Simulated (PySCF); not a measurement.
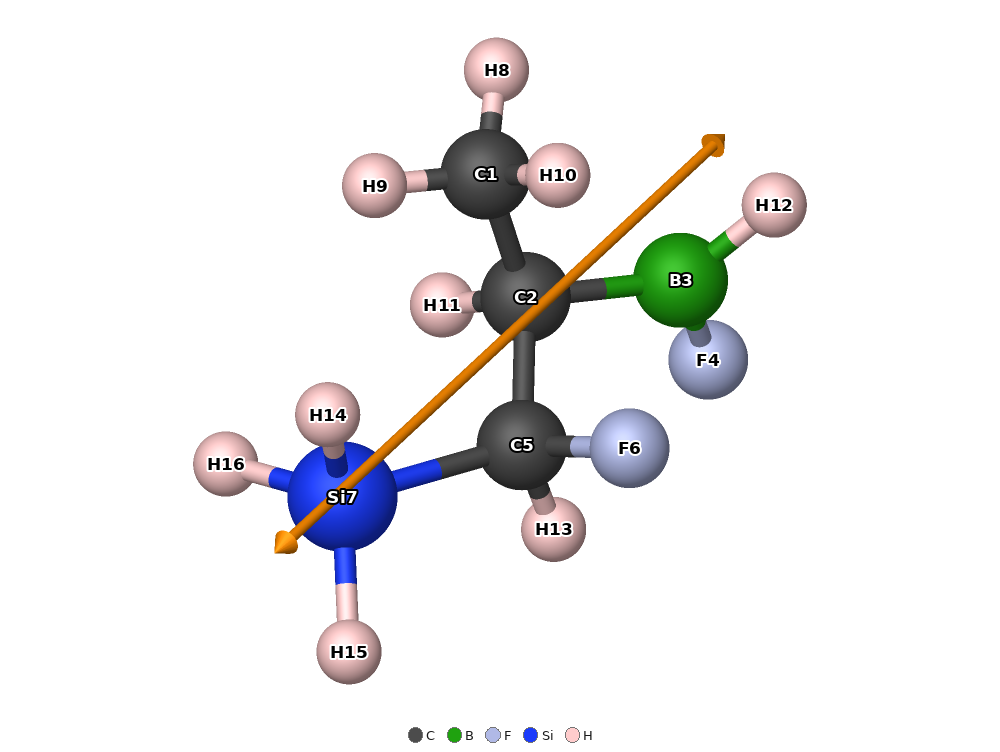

The double arrow shows the direction of the transition dipole to excited singlet state 2 (its length means nothing). The computed structure is the end point of a GFN2-xTB optimisation. No frequency run is at hand to confirm it as a minimum. Level of theory: TDDFT ωB97X-D/def2-SVPD, vertical, gas phase, core orbitals frozen in the response (PySCF 2.14.0).

Question. How is the transition polarised?

Answer. Close to the long direction F4···Si7.

Question. Where does the transition lie, and how strong is it?

Answer. 7.50 eV (165 nm), oscillator strength 0.048, of mixed character, with the largest part HOMO−1 → LUMO (weight 0.39); transition dipole 1.30 D.

The geometry is semi-empirical. Around B, Si such bond lengths and angles can be off by a tenth of an ångström or more and by several degrees, and values that hang on the shape move with them.
